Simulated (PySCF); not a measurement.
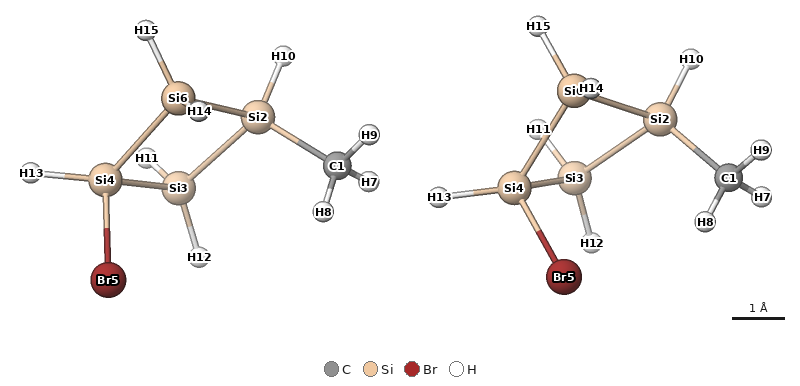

Two geometries of CH9BrSi4, drawn at one scale. One is the start of a relaxation, the other its converged end. A ball-and-stick model, seen from a free direction.

Theory: PBE0-D3(BJ)/def2-SVP geometry optimisation, gas phase (PySCF). 

Which geometry has the lower energy?

Answer. The right one is the relaxed one. The start comes from GFN2-xTB. The largest move after the best rigid fit is that of Br5, 1.09 Å. Largest moves by element: Br 1.09 Å, H 0.62 Å, C 0.32 Å, Si 0.25 Å. Some distances before and after: Si3–H12 1.466 → 1.495 Å, Si2–H10 1.475 → 1.497 Å, Si4–Br5 2.280 → 2.260 Å, C1–Si2 1.904 → 1.884 Å. Bond angles that change, for instance: Br5–Si4–H13 97.8° → 107.2°, H14–Si6–H15 104.3° → 110.0°, Si2–Si6–H15 116.0° → 110.4°. Groups turn about Si3–Si4 by about 20°, Si4–Si6 by about 20°. The energy falls by 0.284 eV in 13 geometry steps. Largest force component: 0.99 eV/Å at the start, 0.01 eV/Å at the end.
